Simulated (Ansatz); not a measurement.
A series of calculations on BH$_{4}$SOCl

## 1. Relaxation

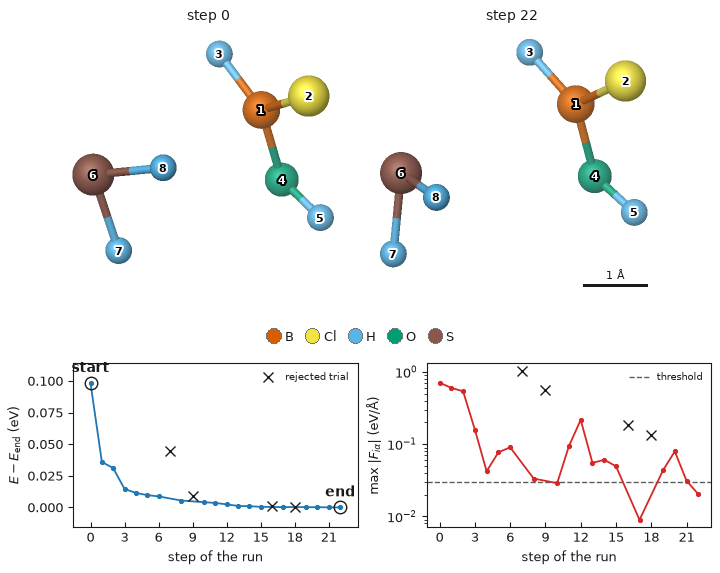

First and last geometry of a relaxation of BH$_{4}$SOCl, with the history of the run. The picture is a ball-and-stick view, seen at a tilt.

The run prepares an end point of a later path (reaction) calculation, from a guessed geometry.

Method: RKS PBE0-D4/6-31G* (Ansatz 0.2.0).

Input
```yaml
crystal:
  periodic: [false, false, false]
  atoms:
    - { symbol: B, position_ang: [0.041501, -0.260568, 0.005466] }
    - { symbol: Cl, position_ang: [0.040946, -0.752038, 1.773586] }
    - { symbol: H, position_ang: [1.062977, 0.061803, -0.500032] }
    - { symbol: O, position_ang: [-1.08883, -0.394146, -0.704635] }
    - { symbol: H, position_ang: [-1.8256, -0.738962, -0.179909] }
    - { symbol: S, position_ang: [-0.243616, 2.712372, 0.807231] }
    - { symbol: H, position_ang: [-1.489683, 2.565686, 0.323391] }
    - { symbol: H, position_ang: [-0.437594, 1.778553, 1.799301] }
basis:
  gaussian: { orbitals: "6-31G*" }
hamiltonian:
  xc: pbe0
  dispersion: d4
relax:
  f_tol: 0.03
  max_steps: 50
```

Command:
```bash
ansatz run input.yaml --threads 1 --pin off --max-ram 2048MiB --backend cpu --events-out ev --progress --plain --runs-dir out
```

> What do the curves and the structures tell?

It converged. After 18 accepted moves (22 points after the start) the energy has fallen by 0.098 eV. Largest force component: 0.71 eV/Å at the start, 0.02 eV/Å at the end. The line search rejected the trial steps at points 7, 9, 16, 18 of the run. The forces were under the threshold at step 10, but the run went on from there. The largest move after the best rigid fit is that of H8, 0.76 Å. By element the largest moves are H 0.76 Å, Cl 0.38 Å, B 0.23 Å, O 0.18 Å, S 0.09 Å. Some distances before and after: B1–Cl2 1.835 → 1.782 Å, S6–H8 1.376 → 1.345 Å. Cost: 45 s on 1 thread of INTEL(R) XEON(R) PLATINUM 8581C CPU @ 2.30GHz (Emerald Rapids), on a shared host, peak memory 0.19 GiB.

Limits of the set-up: the start holds two separate molecules, 2.6 Å apart at their closest, whose relative position is a soft coordinate.

## 2. Relaxation

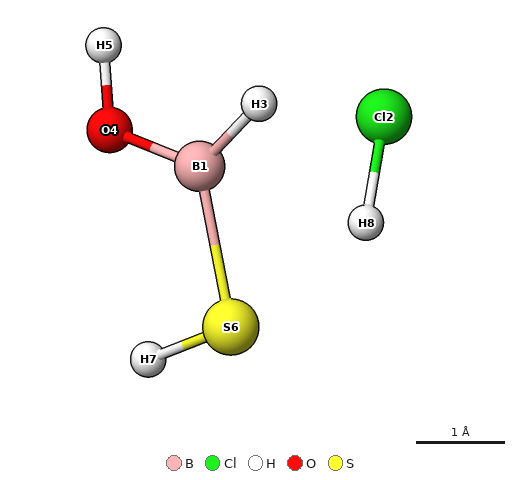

This is the input geometry for a relaxation of BH₄SOCl. A ball-and-stick model, seen at a tilt.

The run prepares an end point of a later path (reaction) calculation, from a guessed geometry.

These are results of RKS PBE0-D4/6-31G* in Ansatz, not measurements.

Input file:
```yaml
crystal:
  periodic: [false, false, false]
  atoms:
    - { symbol: B, position_ang: [-0.23407, 0.529785, -0.295051] }
    - { symbol: Cl, position_ang: [-0.028907, -0.324853, 2.644769] }
    - { symbol: H, position_ang: [0.812781, -0.033055, -0.410778] }
    - { symbol: O, position_ang: [-1.442254, -0.044042, -0.461825] }
    - { symbol: H, position_ang: [-1.368537, -0.997692, -0.597522] }
    - { symbol: S, position_ang: [-0.170782, 2.358204, 0.070882] }
    - { symbol: H, position_ang: [-1.505727, 2.537621, 0.13001] }
    - { symbol: H, position_ang: [-0.002404, 0.946732, 2.243916] }
basis:
  gaussian: { orbitals: "6-31G*" }
hamiltonian:
  xc: pbe0
  dispersion: d4
relax:
  f_tol: 0.03
  max_steps: 50
```

Command:
```bash
ansatz run input.yaml --threads 1 --pin off --max-ram 2048MiB --backend cpu --events-out ev --progress --plain --runs-dir out
```

Q: What does the optimiser find from here?

A: Cl2 moves most after the best rigid fit: 1.27 Å. Largest moves by element: Cl 1.27 Å, H 0.81 Å, S 0.48 Å, O 0.47 Å, B 0.29 Å. Near-neighbour distances that change, for instance: B1–S6 1.866 → 1.818 Å, Cl2–H8 1.334 → 1.301 Å. The energy falls by 2.72 kcal/mol in 16 geometry steps. The largest force component goes from 0.99 to 0.014 eV/Å. The run took 33 s on 1 thread of INTEL(R) XEON(R) PLATINUM 8581C CPU @ 2.30GHz (Emerald Rapids), on a shared host, peak memory 0.19 GiB.

History of the run:

```json
{"step": "0", "E − E(0), kcal/mol": "0.00", "largest force component, eV/Å": "0.9916"}
{"step": "1", "E − E(0), kcal/mol": "-1.04", "largest force component, eV/Å": "0.9341"}
{"step": "2", "E − E(0), kcal/mol": "-1.16", "largest force component, eV/Å": "0.9055"}
{"step": "3", "E − E(0), kcal/mol": "-2.17", "largest force component, eV/Å": "0.4315"}
{"step": "4", "E − E(0), kcal/mol": "-2.24", "largest force component, eV/Å": "0.3658"}
{"step": "5", "E − E(0), kcal/mol": "-2.48", "largest force component, eV/Å": "0.1748"}
{"step": "6", "E − E(0), kcal/mol": "-2.56", "largest force component, eV/Å": "0.2211"}
{"step": "7", "E − E(0), kcal/mol": "-2.61", "largest force component, eV/Å": "0.1971"}
{"step": "8", "E − E(0), kcal/mol": "-2.66", "largest force component, eV/Å": "0.1432"}
{"step": "9", "E − E(0), kcal/mol": "-2.68", "largest force component, eV/Å": "0.0866"}
{"step": "10", "E − E(0), kcal/mol": "-2.70", "largest force component, eV/Å": "0.0946"}
{"step": "11", "E − E(0), kcal/mol": "-2.71", "largest force component, eV/Å": "0.0887"}
{"step": "12", "E − E(0), kcal/mol": "-2.72", "largest force component, eV/Å": "0.0661"}
{"step": "13", "E − E(0), kcal/mol": "-2.72", "largest force component, eV/Å": "0.0434"}
{"step": "14", "E − E(0), kcal/mol": "-2.72", "largest force component, eV/Å": "0.0468"}
{"step": "15", "E − E(0), kcal/mol": "-2.72", "largest force component, eV/Å": "0.0379"}
{"step": "16", "E − E(0), kcal/mol": "-2.72", "largest force component, eV/Å": "0.0141"}
```

The structure at the end:

```xyz
8

B    -0.3021    0.4058   -0.5466
Cl    0.1886    0.4096    3.6622
H     0.7132   -0.1836   -0.7781
O    -1.5238   -0.0284   -0.9241
H    -1.4799   -0.8706   -1.3946
S    -0.1627    1.9739    0.3632
H    -1.4816    2.2440    0.4255
H     0.1085    1.0221    2.5170
```

The end point in the same view:

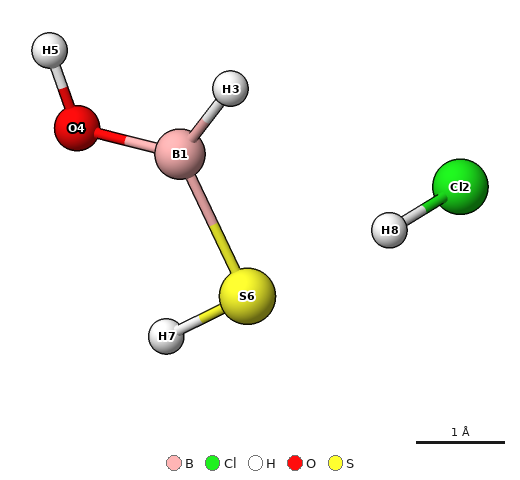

Limits of the set-up: the start holds two separate molecules, 2.6 Å apart at their closest, whose relative position is a soft coordinate.

## 3. Path

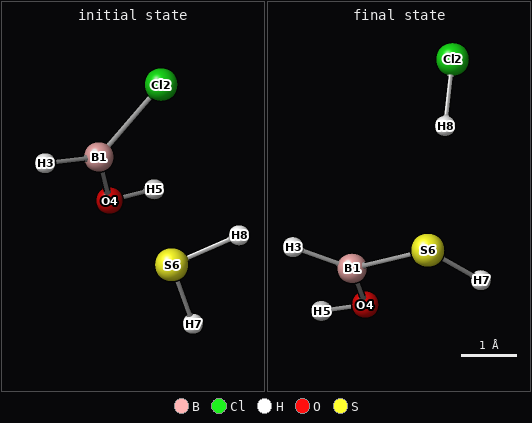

The two relaxed end points of a path for BH4SOCl, made up at the start of BH₂OCl and H$_{2}$S. Style: ball-and-stick. Shown from a free direction.

These are results of Ansatz, RKS PBE0-D4/6-31G*, not measurements.

Run with 5 movable images; climbing image; force threshold 0.05 eV/Å; iteration limit 60.

Start:
```xyz
8

B     0.0791   -0.4728   -0.0645
Cl    0.2097   -1.0524    1.6155
H     1.0546   -0.0813   -0.6187
O    -1.0829   -0.5658   -0.7315
H    -1.7975   -0.9245   -0.1871
S    -0.2325    2.6422    0.8697
H    -1.4159    3.0195    0.3542
H    -0.7544    2.4079    2.0867
```

End:
```xyz
8

B    -0.3021    0.3691   -0.5376
Cl    0.2039    0.5560    3.6652
H     0.7219   -0.2128   -0.7489
O    -1.5179   -0.1003   -0.8915
H    -1.4618   -0.9605   -1.3268
S    -0.1852    1.9757    0.3056
H    -1.5082    2.2266    0.3624
H     0.1095    1.1189    2.4959
```

What barrier does the band find between them, and by what path?

Answer. The energy climbs by 1.09 eV to image 3 and then falls by 0.89 eV, so the end point sits at +0.20 eV. Breaking: B1–Cl2 (1.78 → 2.27 at the top → 4.24 Å), S6–H8 (1.34 → 1.55 at the top → 2.37 Å). Forming: B1–S6 (3.27 → 1.97 at the top → 1.82 Å), Cl2–H8 (3.62 → 1.67 at the top → 1.30 Å). The band converged in 11 iterations. The largest component of the band force went from 7 to 0.036 eV/Å. The climbing image converged on the top of the path. Its vibrational analysis gives one imaginary mode (774i cm⁻¹), as a transition state must have.

Energies of the converged images:

```tsv
image	path (Å)	E (eV)
0	0.00	0.000
1	0.97	0.013
2	1.93	0.451
3	2.90	1.089
4	3.73	0.308
5	4.55	0.208
6	5.37	0.201
```

The geometry at the top of the path:

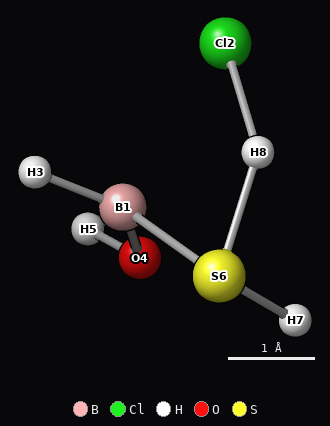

Limits of the set-up: the start holds two separate molecules, 3.3 Å apart at their closest, whose relative position is a soft coordinate.

The run took 110 s on 1 thread of INTEL(R) XEON(R) PLATINUM 8581C CPU @ 2.30GHz (Emerald Rapids), with other jobs on the host, peak memory 0.19 GiB.
